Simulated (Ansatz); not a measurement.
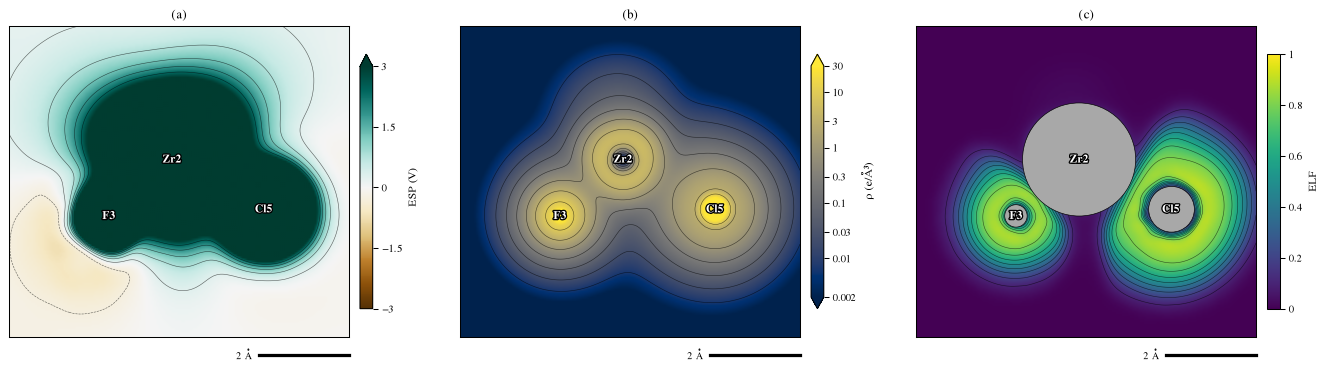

*ClF₃Zr (SMILES [F][Zr]([F])([F])[Cl]). (a) electrostatic potential; (b) electron density; (c) electron localisation function on the plane of atoms F3, Zr2 and Cl5. Grey discs cover the atomic cores in the ELF map.*

Geometry: PBE0-D4/def2-TZVP; core potentials replace the inner electrons of Zr.

All numbers below come from RKS PBE0-D4/def2-TZVPP (Ansatz).

Input file:

```
crystal:
  periodic: [false, false, false]
  atoms:
    - {symbol: F, position_ang: [-0.671490, -0.512736, 1.712657]}
    - {symbol: Zr, position_ang: [0.016171, -0.095468, 0.005400]}
    - {symbol: F, position_ang: [1.826042, -0.624279, -0.074943]}
    - {symbol: F, position_ang: [-0.960867, -1.045196, -1.300420]}
    - {symbol: Cl, position_ang: [-0.159856, 2.204081, -0.384094]}
basis:
  gaussian: {orbitals: def2-TZVPP}
hamiltonian: {xc: pbe0, dispersion: d4}
output: {orbitals: {seedname: orbitals}}
```

Run with:

```sh
ansatz run in.yaml --threads 4 --pin off --events-out ev --progress --plain --max-ram 10444MiB
```

Read the bonding off the picture.

Answer.
- The plane passes through Zr, F and Cl nuclei.
- Zr–F (1.89 Å): the density is about 1 e/Å³ at the midpoint; the ELF peaks at about 0.85 in the valence shell of F, 0.5 Å from its nucleus, and drops to about 0.25 between the two atoms.
- Zr–Cl (2.34 Å): the density is about 0.62 e/Å³ at the midpoint; the ELF peaks at about 0.85 in the valence shell of Cl, 0.8 Å from its nucleus, and is about 0.40 at the midpoint.
- Outside the dense part of the molecule the potential is most negative (−0.7 V) near F3.
